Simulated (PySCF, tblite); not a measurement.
# C₄H₆F₂O₂Si: geometry, infrared bands and NMR shifts

What infrared bands and NMR shifts should C₄H₆F₂O₂Si (`O=CO[C@@]1(F)[SiH2]C[C@H]1F`) show?

Computed with tblite 0.8.0 and PySCF 2.14.0, with density-fitted response routines of our own, on a single molecule in the gas phase. Atoms are numbered from 0 throughout.

## Step 1: The molecule as given

15 atoms, charge 0, multiplicity 1; geometry from: force field or distance geometry start.

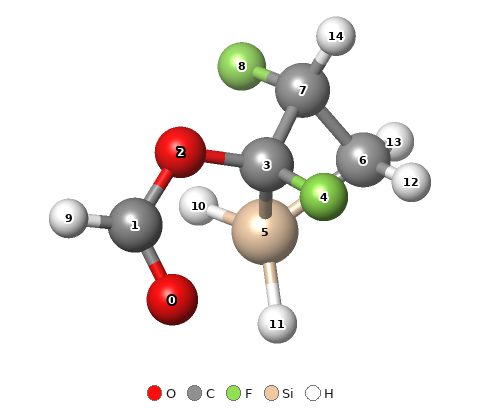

The starting geometry (oxygen red, carbon grey, fluorine green, silicon light orange, hydrogen white), atoms numbered.

## Step 2: Optimising the geometry with GFN2-xTB

The job: settings as JSON, then the geometry in Å.

```
{"job": {"kind": "relax", "xc": "GFN2-xTB", "basis": "xTB"}, "charge": 0, "multiplicity": 1}
O      2.546800    -0.677300    -0.698700
C      2.132700    -1.367100     0.277900
O      0.982600    -0.977000     0.942300
C      0.298900     0.169000     0.482000
F      1.050700     1.311300     0.545300
Si    -0.417700    -0.120800    -1.215000
C     -1.323100     1.191900    -0.270400
C     -1.124200     0.323200     0.967000
F     -1.814400    -0.857600     0.783200
H      2.690300    -2.245500     0.602900
H     -1.112300    -1.391600    -1.382400
H      0.472200     0.317800    -2.256300
H     -0.750300     2.133500    -0.172700
H     -2.366700     1.361500    -0.561900
H     -1.270100     0.836600     1.934800
```

Run with:

```console
$ OMP_NUM_THREADS=1 python probes_run.py task.json out
```

This one command runs all jobs of the session in turn.

What it wrote:

```text
step      E/eV     max force
  0    -840.13183    4.994
  1    -840.60066    5.307
  2    -840.90962    1.365
  3    -841.08934    1.258
  4    -841.22035    0.608
  5    -841.25824    0.449
  6    -841.30747    0.645
  7    -841.33697    0.632
  8    -841.36701    0.446
  9    -841.39105    0.369
 10    -841.41997    0.552
 11    -841.45014    0.576
 12    -841.47835    0.398
 13    -841.49813    0.322
 14    -841.51432    0.290
 15    -841.53180    0.336
 16    -841.54864    0.373
 17    -841.56458    0.326
 18    -841.58129    0.291
 19    -841.59753    0.284
 20    -841.61116    0.296
 21    -841.62327    0.283
 22    -841.63504    0.284
 23    -841.64757    0.251
 24    -841.66111    0.247
 25    -841.67438    0.293
 26    -841.68683    0.349
 27    -841.69286    0.756
 28    -841.70766    0.267
 29    -841.71726    0.381
 30    -841.72831    0.380
 31    -841.73403    0.234
 32    -841.74358    0.245
 33    -841.75460    0.439
 34    -841.76887    0.538
 35    -841.77993    0.415
 36    -841.78664    0.203
 37    -841.79091    0.173
 38    -841.79495    0.330
 39    -841.79926    0.270
 40    -841.80458    0.299
 41    -841.81277    0.236
 42    -841.81573    0.171
 43    -841.81960    0.131
 44    -841.82103    0.118
 45    -841.82275    0.105
 46    -841.82462    0.108
 47    -841.82666    0.119
 48    -841.82803    0.097
 49    -841.82889    0.080
 50    -841.82959    0.070
 51    -841.83042    0.069
 52    -841.83136    0.086
 53    -841.83223    0.083
 54    -841.83285    0.059
 55    -841.83323    0.061
 56    -841.83347    0.051
 57    -841.83361    0.037
 58    -841.83372    0.029
 59    -841.83379    0.021
 60    -841.83384    0.017
 61    -841.83388    0.016
 62    -841.83392    0.016
 63    -841.83395    0.014
 64    -841.83397    0.011
 65    -841.83399    0.012
 66    -841.83401    0.018
 67    -841.83405    0.022
 68    -841.83409    0.022
 69    -841.83413    0.014
 70    -841.83415    0.012
 71    -841.83416    0.012
 72    -841.83418    0.014
 73    -841.83422    0.019
 74    -841.83427    0.021
 75    -841.83432    0.015
 76    -841.83436    0.011
 77    -841.83437    0.011
 78    -841.83439    0.013
 79    -841.83442    0.013
 80    -841.83444    0.012
 81    -841.83446    0.009
```

Wall time 0.95 s (1 thread of Arm Neoverse N1, shared host); peak memory 0.18 GiB.

Step by step: (not every step is listed)

```
step  energy from step 0 (eV)  largest force (eV/Å)
   0                   0.0000                4.9943
   1                  -0.4688                5.3073
   2                  -0.7778                1.3650
   3                  -0.9575                1.2577
   4                  -1.0885                0.6077
   5                  -1.1264                0.4491
   6                  -1.1756                0.6446
   7                  -1.2051                0.6318
   8                  -1.2352                0.4455
  14                  -1.3825                0.2903
  20                  -1.4793                0.2957
  26                  -1.5550                0.3493
  32                  -1.6117                0.2449
  38                  -1.6631                0.3298
  44                  -1.6892                0.1178
  50                  -1.6978                0.0702
  56                  -1.7016                0.0513
  62                  -1.7021                0.0158
  68                  -1.7023                0.0217
  74                  -1.7024                0.0212
  76                  -1.7025                0.0112
  77                  -1.7025                0.0112
  78                  -1.7026                0.0134
  79                  -1.7026                0.0132
  80                  -1.7026                0.0120
  81                  -1.7026                0.0094
```

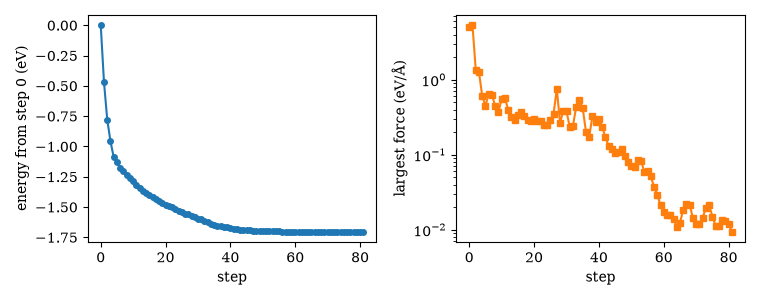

Energy and largest force along the relaxation.

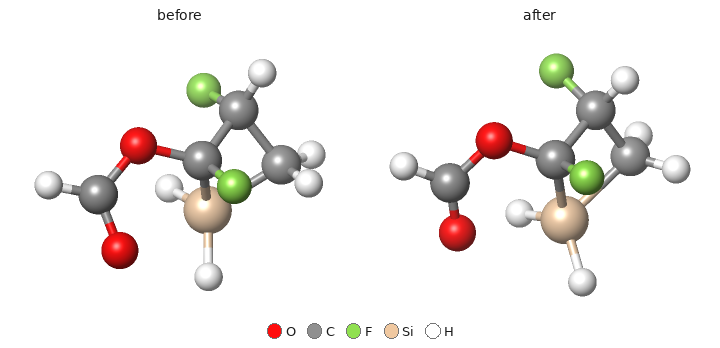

Before and after, at one scale.

Close pairs (by a distance rule), those that changed most:

```
   bond  before (Å)  after (Å)  change (Å)
 Si5–C6       1.853      1.940      +0.087
  C1–O2       1.384      1.313      -0.072
 C3–Si5       1.865      1.936      +0.072
  O0–C1       1.265      1.202      -0.063
  C3–C7       1.511      1.533      +0.022
 C6–H12       1.106      1.087      -0.019
  C3–F4       1.369      1.383      +0.014
Si5–H11       1.438      1.450      +0.012
```

The final coordinates are the input of the step that follows.

## Step 3: Harmonic vibrations with GFN2-xTB

The job: settings as JSON, then the geometry in Å.

```
{"job": {"kind": "ir", "xc": "GFN2-xTB", "basis": "xTB"}, "charge": 0, "multiplicity": 1}
O      1.848652    -1.419262    -0.962841
C      1.842930    -1.558605     0.231221
O      1.185829    -0.818596     1.093538
C      0.488544     0.257056     0.504950
F      1.238785     1.389154     0.763776
Si    -0.088815     0.122252    -1.338473
C     -1.527114     0.978226    -0.356784
C     -0.949198     0.495509     0.981656
F     -1.512498    -0.705022     1.340952
H      2.396731    -2.351412     0.753438
H     -0.548269    -1.190472    -1.762721
H      0.734236     0.931915    -2.215565
H     -1.516380     2.064448    -0.396513
H     -2.552100     0.646498    -0.498946
H     -1.045748     1.166300     1.840400
```

What it wrote:

```text
mode    cm-1     km/mol
  1      69.0      2.97
  2     107.6      0.62
  3     143.2     30.60
  4     172.7      7.98
  5     232.9     20.82
  6     275.5      4.63
  7     331.5     12.08
  8     393.1     20.42
  9     432.5     14.39
 10     456.7     23.64
 11     498.8     37.85
 12     547.3     54.30
 13     580.2     11.52
 14     627.0      7.01
 15     693.2     94.66
 16     705.5    124.41
 17     711.3    173.30
 18     757.3     85.09
 19     797.9      8.34
 20     939.4      2.64
 21     943.7     65.17
 22     984.3    127.77
 23    1024.1     15.63
 24    1070.8     20.33
 25    1121.0     44.07
 26    1148.4     17.07
 27    1177.1    193.34
 28    1182.8     37.57
 29    1233.5      2.34
 30    1282.1     20.26
 31    1329.9      9.13
 32    1441.9      8.12
 33    1733.5    390.64
 34    2354.4    193.35
 35    2392.2    301.01
 36    2882.4     47.94
 37    2948.3     36.14
 38    3024.8     18.03
 39    3030.8      9.31
```

Wall time 0.89 s (1 thread of Arm Neoverse N1, shared host); peak memory 0.18 GiB.

The strongest bands and the atoms that carry them (share of the mass-weighted mode):

```
cm⁻¹  km/mol                                  atoms
 693    94.7  H10 42 %, H11 11 %, H13 11 %, C6 11 %
 706   124.4                      C6 38 %, Si5 13 %
 711   173.3           H11 33 %, H10 26 %, Si5 13 %
 984   127.8              C3 64 %, F4 15 %, O2 12 %
1177   193.3                       O2 45 %, C1 35 %
1734   390.6                       C1 60 %, O0 38 %
2354   193.3                               H10 95 %
2392   301.0                               H11 94 %
```

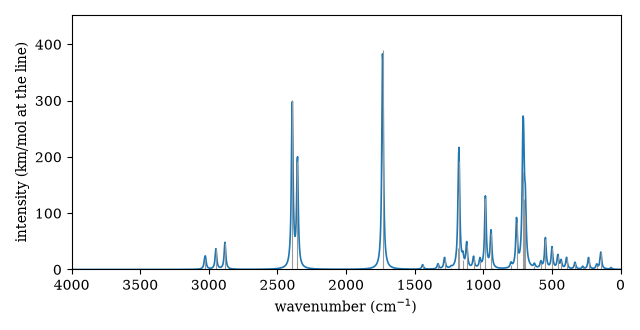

The infrared spectrum from these modes, unscaled. Lines are broadened to a width of 14 cm⁻¹ (Lorentzian).

## Step 4: NMR shieldings: PBE0/pcSseg-1

The job, as its differences from that of step 3:

```diff
@@ -1,2 +1,2 @@
-{"job": {"kind": "ir", "xc": "GFN2-xTB", "basis": "xTB"}, "charge": 0, "multiplicity": 1}
+{"job": {"kind": "nmr", "xc": "PBE0", "basis": "pcSseg-1"}, "charge": 0, "multiplicity": 1}
 O      1.848652    -1.419262    -0.962841
```

Level: GIAO PBE0/pcSseg-1 NMR shielding, non-relativistic, gas phase.

What it wrote:

```text
coarse grid: 14032 points
cycle   1  E = -794.6453955006  dE =  1.540e+00  |g| = 1.030e+00  |ddm| = 3.555e+00
cycle   2  E = -794.2795062494  dE =  3.659e-01  |g| = 1.764e+00  |ddm| = 1.634e+00
cycle   3  E = -794.8155025451  dE = -5.360e-01  |g| = 3.103e-01  |ddm| = 1.155e+00
cycle   4  E = -794.8326365822  dE = -1.713e-02  |g| = 8.553e-02  |ddm| = 2.371e-01
cycle   5  E = -794.8337712500  dE = -1.135e-03  |g| = 2.108e-02  |ddm| = 5.089e-02
cycle   6  E = -794.8338628606  dE = -9.161e-05  |g| = 6.463e-03  |ddm| = 2.112e-02
cycle   7  E = -794.8338719893  dE = -9.129e-06  |g| = 1.155e-03  |ddm| = 5.666e-03
final grid: 134616 points
cycle   8  E = -794.9214435832  dE = -2.923e-05  |g| = 1.356e-02  |ddm| = 2.767e-02
cycle   9  E = -794.9213914251  dE =  5.216e-05  |g| = 2.176e-02  |ddm| = 2.092e-02
cycle  10  E = -794.9214760257  dE = -8.460e-05  |g| = 2.228e-03  |ddm| = 1.313e-02
cycle  11  E = -794.9214768782  dE = -8.525e-07  |g| = 5.401e-04  |ddm| = 1.574e-03
cycle  12  E = -794.9214769271  dE = -4.890e-08  |g| = 1.197e-04  |ddm| = 4.138e-04
cycle  13  E = -794.9214769294  dE = -2.346e-09  |g| = 4.216e-05  |ddm| = 1.296e-04
cycle  14  E = -794.9214769297  dE = -3.288e-10  |g| = 8.402e-06  |ddm| = 4.142e-05
converged SCF energy = -794.9214769297

GIAO shielding tensors (ppm)
atom      isotropic    diamagn.    paramagn.     s11        s22        s33       span
  0 O      -91.048     403.244    -494.292   -373.017   -203.020    302.893    675.910
  1 C       16.363     246.827    -230.464    -79.347     53.742     74.693    154.040
  2 O       72.122     398.875    -326.753    -85.626     78.691    223.302    308.927
  3 C       68.649     251.291    -182.643     44.586     65.022     96.337     51.752
  4 F      334.392     475.575    -141.183    230.023    366.686    406.466    176.443
  5 Si     385.788     878.837    -493.050    354.273    378.196    424.894     70.621
  6 C      163.090     255.543     -92.452    140.570    158.335    190.367     49.797
  7 C       89.883     246.552    -156.669     62.072     79.995    127.582     65.510
  8 F      382.544     474.024     -91.479    357.616    365.689    424.328     66.713
  9 H       23.428      25.531      -2.102     18.978     23.373     27.935      8.957
 10 H       26.525      29.521      -2.996     23.391     25.904     30.280      6.889
 11 H       26.698      29.188      -2.490     23.509     24.822     31.763      8.253
 12 H       29.909      30.707      -0.797     27.070     27.198     35.460      8.390
 13 H       30.136      30.250      -0.114     26.591     27.369     36.449      9.858
 14 H       26.272      30.085      -3.813     23.192     26.466     29.157      5.964
```

Run time: 71 s. Hardware: 1 thread of Arm Neoverse N1, shared host; peak memory 0.84 GiB.

Shifts follow as δ = σ(reference) − σ, with reference shieldings (ppm) from runs at the same level and on the same kind of geometry: 1H TMS 31.72, 13C TMS 186.9, 29Si TMS 349.2, 19F CFCl3 170.9, 17O H2O 336.1. The references are single molecules in the gas phase, so shifts against H2O, NH3, PH3, H3PO4 or CFCl3 are not on the usual liquid scales and can be off by tens of ppm.

```
atoms                                                environment  σ (ppm)  δ (ppm)  δ scaled to CDCl3
   C1                                      ester carbonyl carbon     16.4    170.6              164.6
   C3      fully substituted sp3 carbon bonded to F and O and Si     68.6    118.3              113.5
   C7                                         sp3 CH bonded to F     89.9     97.0               92.8
   C6                                       sp3 CH2 bonded to Si    163.1     23.8               21.3
   H9                       hydrogen on an ester carbonyl carbon    23.43     8.29               7.92
  H14                          hydrogen on an sp3 CH bonded to F    26.27     5.45               5.24
  H10  hydrogen on a silicon bonded to 2 C, in a 4-membered ring    26.52     5.19                  –
  H11  hydrogen on a silicon bonded to 2 C, in a 4-membered ring    26.70     5.02                  –
  H12                        hydrogen on an sp3 CH2 bonded to Si    29.91     1.81               1.81
  H13                        hydrogen on an sp3 CH2 bonded to Si    30.14     1.58               1.60
   O0                                      ester carbonyl oxygen    -91.0    427.1                  –
   O2                                        ester alkoxy oxygen     72.1    264.0                  –
   F4                                  fluorine on an sp3 carbon    334.4   -163.4                  –
   F8                                  fluorine on an sp3 carbon    382.5   -211.6                  –
  Si5           silicon bonded to 2 C, 2 H, in a 4-membered ring    385.8    -36.6                  –
```

The scaled column applies a straight-line fit of computed shieldings to shifts measured in CDCl3, and one for carbons that bear F (root-mean-square error 0.16 ppm for H, 1.9 ppm for C).

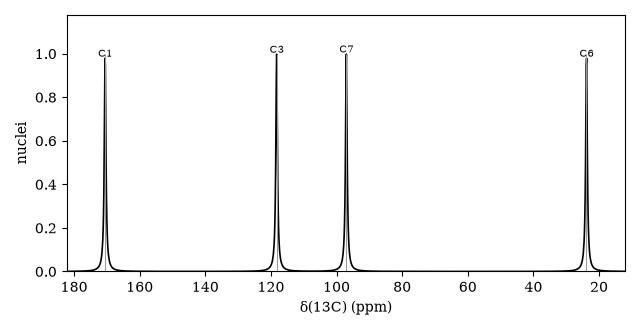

13C lines at the computed shifts, without couplings. Lines are broadened to a width of 0.59 ppm (Lorentzian).

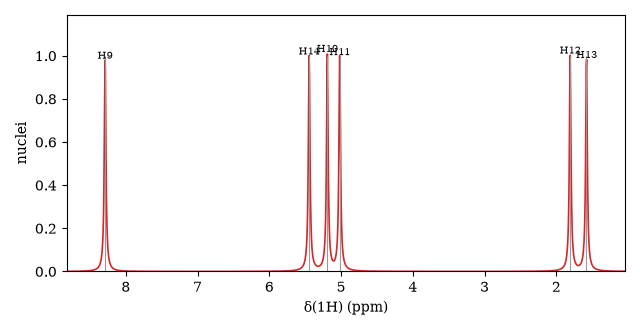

1H lines at the computed shifts, without couplings. Lines are broadened to a width of 0.03 ppm (Lorentzian).

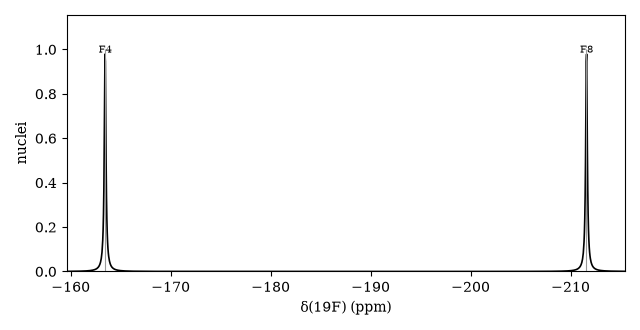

19F lines at the computed shifts, without couplings. Lines are broadened to a width of 0.19 ppm (Lorentzian).

Charges from the same density, by scheme (e):

```
atoms  Mulliken    IAO  Hirshfeld  ESP fit
   O0     -0.44  -0.43      -0.20    -0.52
   C1      0.49   0.42       0.20     0.62
   O2     -0.39  -0.30      -0.10    -0.42
   C3      0.16   0.19       0.06     0.41
   F4     -0.31  -0.31      -0.11    -0.26
  Si5      0.66   0.74       0.32     0.50
   C6     -0.51  -0.58      -0.18    -0.65
   C7      0.20   0.17       0.04     0.21
   F8     -0.32  -0.32      -0.11    -0.24
```

Hirshfeld charges:

O0 -0.20; C1 0.20; O2 -0.10; C3 0.06; F4 -0.11; Si5 0.32; C6 -0.18; C7 0.04; F8 -0.11; H9 0.08; H10 -0.07; H11 -0.06; H12 0.04; H13 0.04; H14 0.05

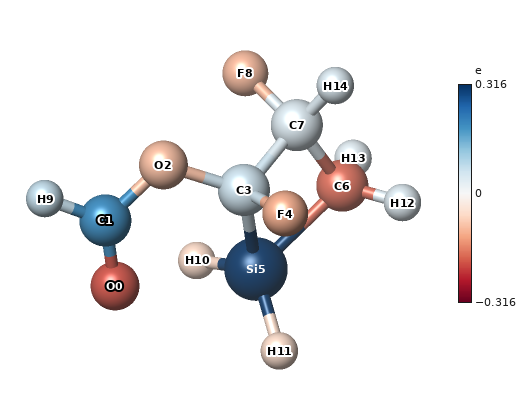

Hirshfeld charges, as colours on the atoms.

Mayer bond orders: O0–C1 1.85, C1–O2 1.16, O2–C3 0.82, C3–F4 0.88, C3–Si5 0.80, Si5–C6 0.87, C6–C7 0.99, C7–F8 0.89, C7–C3 0.92.

Ring of atoms C3, Si5, C6, C7: NICS(0) 0.9, NICS(1) -1.6, NICS(1)zz 3.3 ppm (means of both faces).

The fields below are evaluated on a grid from the run's orbitals.

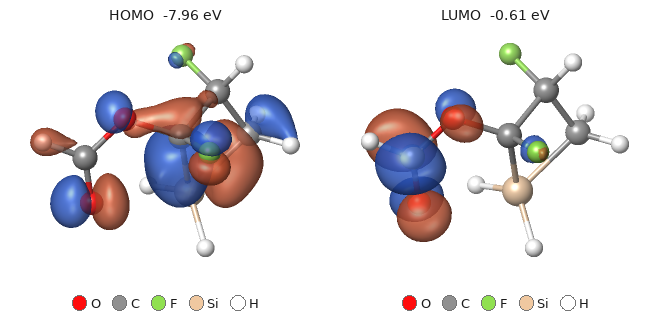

PBE0/pcSseg-1 orbitals near the gap, drawn at the value that encloses 70 % of each; the two colours are the two signs.

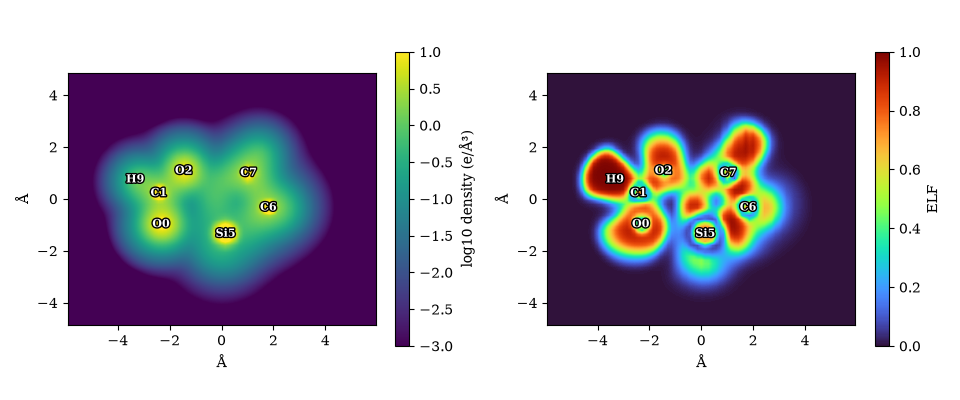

Density (left) and ELF (right) in a plane through or near 7 of the atoms.

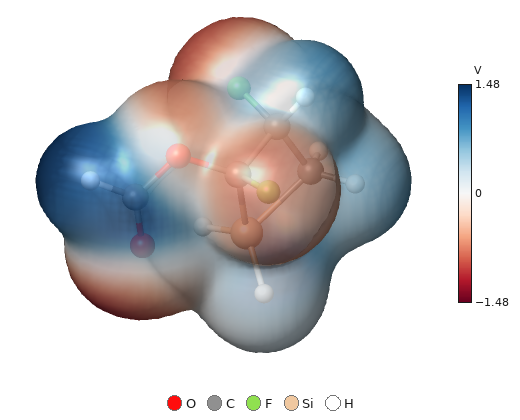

The potential that a unit positive charge feels on the 0.002 e/bohr³ surface, from -1.08 V near O0 to 1.48 V near H9.

## Step 5: Results

| quantity | value |
| --- | --- |
| strongest single infrared mode (GFN2-xTB) | 1734 cm⁻¹, 391 km/mol |
| zero-point energy (GFN2-xTB) | 59.7 kcal/mol |
| 13C shifts against TMS (PBE0/pcSseg-1) | 170.6, 118.3, 97.0, 23.8 ppm |
| 1H shifts against TMS (PBE0/pcSseg-1) | 8.29, 5.45, 5.19, 5.02, 1.81, 1.58 ppm |
| 17O shifts against H2O (PBE0/pcSseg-1) | 427.1, 264.0 ppm |
| 19F shifts against CFCl3 (PBE0/pcSseg-1) | -163.4, -211.6 ppm |
| 29Si shifts against TMS (PBE0/pcSseg-1) | -36.6 ppm |
| surface potential, least and greatest | -1.08 V and 1.48 V |

In words: Over 81 steps the energy fell by 1.703 eV; of the close pairs, Si5–C6 changed most, 1.853 to 1.940 Å. No mode is imaginary among the 39: a minimum at this level. The strongest single mode, at 1734 cm⁻¹, moves mainly C1 and O0. Unscaled tight-binding wavenumbers are off by several per cent, some by more. Its intensities can rank the bands wrongly. At PBE0/pcSseg-1: The largest span, 676 ppm, is at O0, where the paramagnetic term is -494 ppm. At PBE0/pcSseg-1, counted by nearest atom on the grid, the HOMO lies on C3 23 %; C6 17 %, the LUMO on C1 44 %; O0 25 %.
